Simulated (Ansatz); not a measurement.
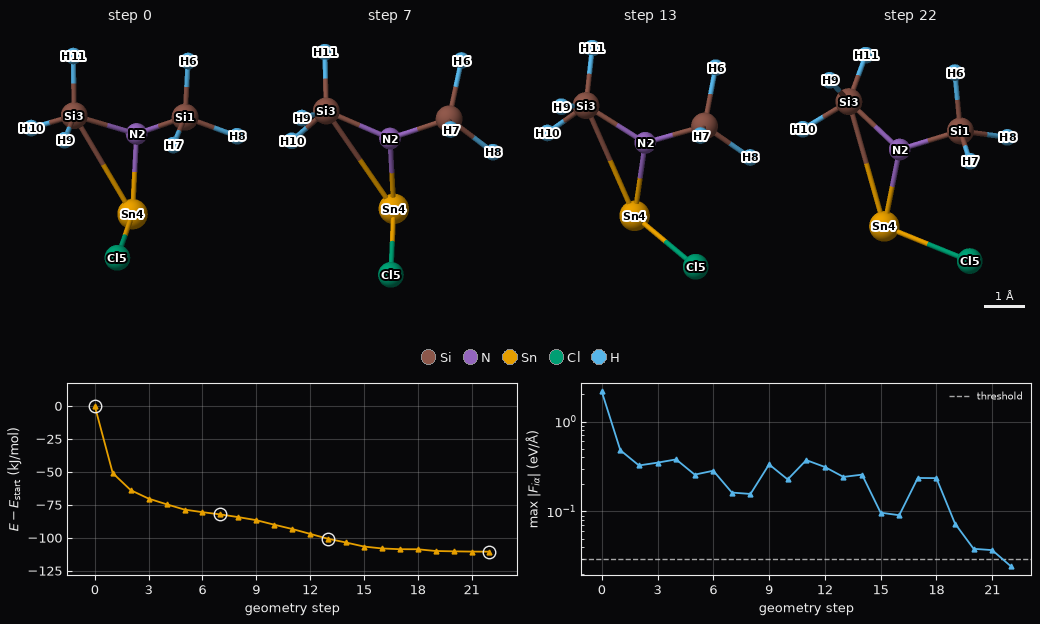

Frames of a relaxation of SnSi2NH6Cl (coarse preliminary run), marked on the history of the run. The picture is a ball-and-stick view, seen at a tilt.

The start comes from a force field.

The calculation used Ansatz 0.2.0, RKS PBE-D4/def2-SVP.

Input
```yaml
crystal:
  periodic: [false, false, false]
  atoms:
    - {symbol: Si, position_ang: [-0.968400, 0.040900, 1.163900]}
    - {symbol: N, position_ang: [-0.122600, -1.002700, 0.044500]}
    - {symbol: Si, position_ang: [1.454300, -0.262000, -0.266100]}
    - {symbol: Sn, position_ang: [-1.055500, -1.004000, -1.756700]}
    - {symbol: Cl, position_ang: [-1.305900, 1.164200, -2.632400]}
    - {symbol: H, position_ang: [-0.321400, 0.171800, 2.444700]}
    - {symbol: H, position_ang: [-1.085100, 1.438400, 0.579300]}
    - {symbol: H, position_ang: [-2.332700, -0.428100, 1.359500]}
    - {symbol: H, position_ang: [1.336100, 1.112200, -0.753100]}
    - {symbol: H, position_ang: [2.234400, -1.086200, -1.192200]}
    - {symbol: H, position_ang: [2.232400, -0.201400, 1.029300]}
basis:
  gaussian: {orbitals: def2-SVP}
hamiltonian: {xc: pbe, dispersion: d4}
relax: {f_tol: 0.03, max_steps: 200}
```

Command:
```bash
ansatz run in.yaml --threads 4 --pin off --events-out ev --progress --plain --max-ram 11315MiB
```

Describe the path.

Answer. The atom that moves furthest after the best rigid fit is Cl5 (2.09 Å). Largest moves by element: Cl 2.09 Å, H 1.55 Å, N 0.98 Å, Sn 0.82 Å, Si 0.53 Å. Some distances before and after: Si3–Sn4 3.012 → 3.302 Å, Sn4–Cl5 2.352 → 2.430 Å, Si1–H6 1.441 → 1.512 Å, N2–Sn4 2.028 → 2.097 Å. Bond angles that change, for instance: N2–Sn4–Cl5 112.3° → 93.6°, Si1–N2–Sn4 110.3° → 123.5°, Si3–N2–Sn4 104.7° → 117.2°. The energy falls by 110.5 kJ/mol in 22 geometry steps. Largest force component: 2.2 eV/Å at the start, 0.025 eV/Å at the end. From step 0 to 7: Cl and H atoms move most (0.82 Å), energy −82.2 kJ/mol. From step 7 to 13: Cl5 moves most (1.14 Å), energy −18.5 kJ/mol. From step 13 to 22: H6 moves most (0.85 Å), energy −9.78 kJ/mol.

```tsv
step	E − E(0), kJ/mol	largest force component, eV/Å
0	0.00	2.1580
1	-50.88	0.4797
2	-63.77	0.3249
3	-70.23	0.3490
4	-74.51	0.3793
5	-78.56	0.2568
6	-80.51	0.2837
7	-82.22	0.1623
8	-84.26	0.1566
9	-86.57	0.3336
10	-90.01	0.2271
11	-93.27	0.3725
12	-96.95	0.3123
13	-100.69	0.2422
14	-103.51	0.2568
15	-106.57	0.0970
16	-108.02	0.0908
17	-108.60	0.2359
18	-108.65	0.2347
19	-109.96	0.0733
20	-110.21	0.0384
21	-110.41	0.0372
22	-110.47	0.0246
```
